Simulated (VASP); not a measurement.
Band structure of Al$_{2}$In$_{2}$N$_{4}$ (ordered alloy cell). Calculation: PBEsol GGA, VASP's PBE PAW potentials (set 64) (plane waves; VASP).

Unless said otherwise, spin-orbit coupling is left out, though it shifts the bands of the heavy elements here.

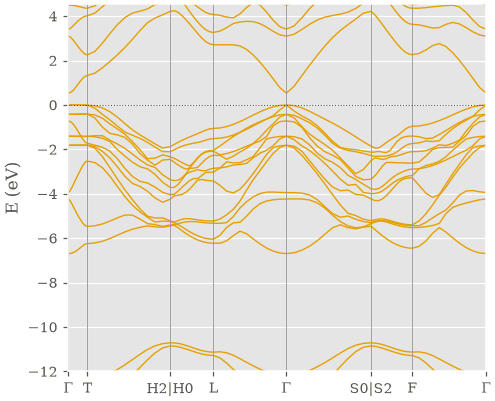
Bands along high-symmetry lines, zero at the valence-band maximum or, without a gap, the Fermi level

Task: Read the plot: is there a gap, and where are the band edges?

Result: The gap is direct, 0.53 eV, from the valence maximum at Γ to the conduction minimum at Γ. (Edges off the drawn lines would not show.)

The structure was generated: Al2In2N4 was put into an ordered model structure (R3m), which need not be its known phase. It was relaxed first.
